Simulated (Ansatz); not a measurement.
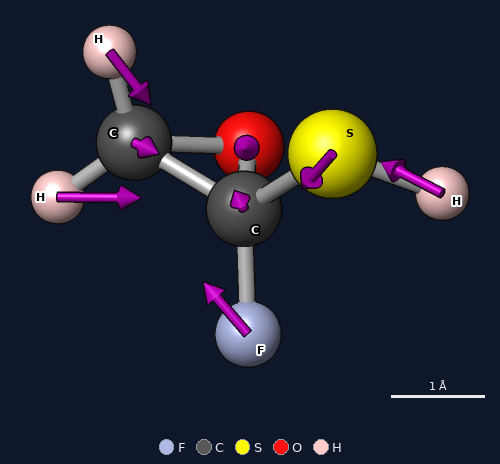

This is a relaxation of C$_{2}$H$_{3}$FOS. The starting structure is drawn; purple arrows show the displacements, 30 times their true length. The two geometries are superimposed by the best rigid fit.

The picture is a ball-and-stick view, seen at a tilt.

The start comes from PBE-D4/def2-SVP.

Method: RKS PBE0-D4/def2-TZVP (Ansatz).

The input:
```yaml
crystal:
  periodic: [false, false, false]
  atoms:
    - {symbol: F, position_ang: [-0.759580, -0.450006, -1.461354]}
    - {symbol: C, position_ang: [-0.216841, 0.038161, -0.308544]}
    - {symbol: S, position_ang: [-0.078371, 1.839052, -0.311358]}
    - {symbol: C, position_ang: [0.740512, -0.791315, 0.434629]}
    - {symbol: O, position_ang: [-0.646284, -0.620535, 0.833751]}
    - {symbol: H, position_ang: [-1.425692, 2.039874, -0.370168]}
    - {symbol: H, position_ang: [0.989303, -1.788270, 0.027254]}
    - {symbol: H, position_ang: [1.489154, -0.324061, 1.100190]}
basis:
  gaussian: {orbitals: def2-TZVP}
hamiltonian: {xc: pbe0, dispersion: d4}
relax: {f_tol: 0.005, max_steps: 150}
```

What happened in the run?

Answer. The energy falls by 1.00 kcal/mol in 6 geometry steps. Largest force component: 0.58 eV/Å at the start, 0.0013 eV/Å at the end. H7 moves most after the best rigid fit: 0.033 Å. By element the largest moves are H 0.033 Å, F 0.026 Å, S 0.025 Å, O 0.015 Å, C 0.012 Å. Near-neighbour distances that change, for instance: C2–S3 1.806 → 1.777 Å, C4–H7 1.105 → 1.086 Å, S3–H6 1.363 → 1.344 Å, C2–C4 1.469 → 1.452 Å.
